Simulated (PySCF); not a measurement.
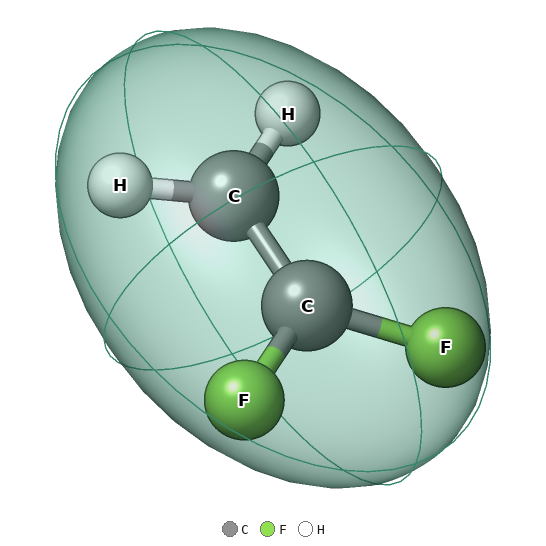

The ellipsoid shows the static dipole polarisability: its half-axes are proportional to the principal values. Geometry: a frame of a GFN2-xTB molecular-dynamics simulation, not a minimum. Level of theory: PBE0/def2-SVPD (PySCF 2.14.0).

Question. How large and how anisotropic is the polarisability?

Answer. Principal values 20.8, 26.1, 35.8 bohr³; mean 27.6 bohr³ (4.09 Å³); anisotropy 13.1 bohr³, so the longest axis is 1.72 times the shortest.
